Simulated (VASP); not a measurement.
Band structure of Te (trig). These are MS2 meta-GGA, VASP's PBE PAW potentials (set 64) (plane waves; VASP) values and carry that method's errors.

Unless said otherwise, spin-orbit coupling is left out, though it shifts the bands of the heavy elements here.

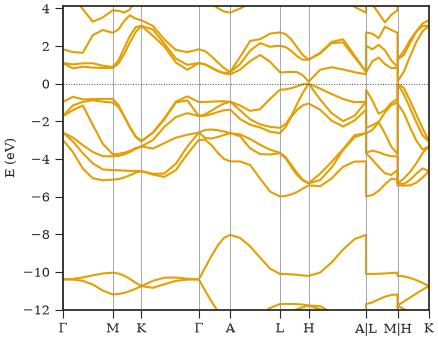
*Bands along high-symmetry lines, zero at the valence-band maximum or, without a gap, the Fermi level*

Read the plot: is there a gap, and where are the band edges?

The gap is direct, 0.12 eV, from the valence maximum at H to the conduction minimum at H.

The compound is Te in the trig structure. It was relaxed first.
